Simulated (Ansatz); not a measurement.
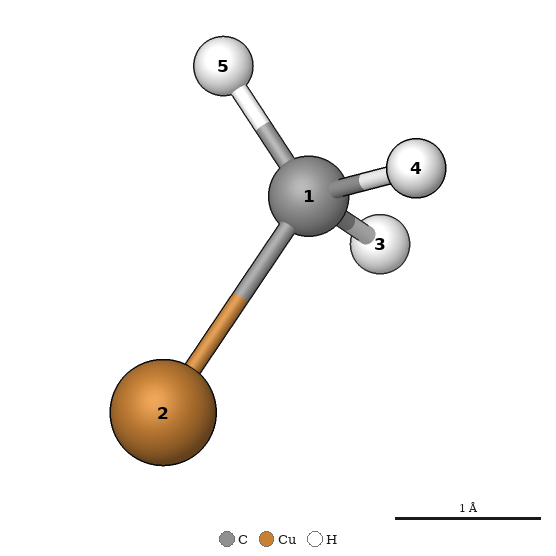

(Drawn from a calculation with Ansatz.)

Numbered structure. The species is neutral and a spin singlet. Geometry: moved along internal coordinates away from the minimum.

Give the bond lengths.

| bond | length (Å) |
| --- | --- |
| C1–Cu2 | 1.901 |
| C1–H3 | 1.096 |
| C1–H4 | 1.091 |
| C1–H5 | 1.091 |
